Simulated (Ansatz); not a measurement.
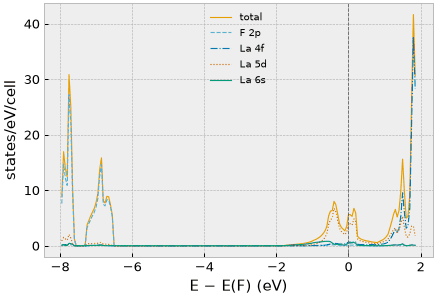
Figure: Total and projected density of states of LaF in space group R-3m (No. 166; La on 6c, F on 6c), plane-wave PAW r²SCAN+D4 (Ansatz code)

Q: Which orbitals carry the states next to the Fermi level?

A: Within 0.5 eV of the Fermi level: La 5d 76 %, La 4f 10 %, La 6s 7 %. Projections are on Löwdin-orthogonalised atomic valence shells; empty p or d shells of many metals are not among them.

The start of the workflow was typed in or built on a structure type; neither database checked (COD, Materials Project) lists it. Its standing as an ambient phase is unchecked. Symmetry was held in the r²SCAN+D4 relaxation; its stability against distortions is not shown here. Scalar-relativistic: spin–orbit coupling is off unless named, which matters more the heavier the elements.

Potentials: the earlier of the program's two PAW sets. The files were generated under PBE; for other functionals the program regenerates the frozen cores, and for LDA and PBEsol the local potential too.
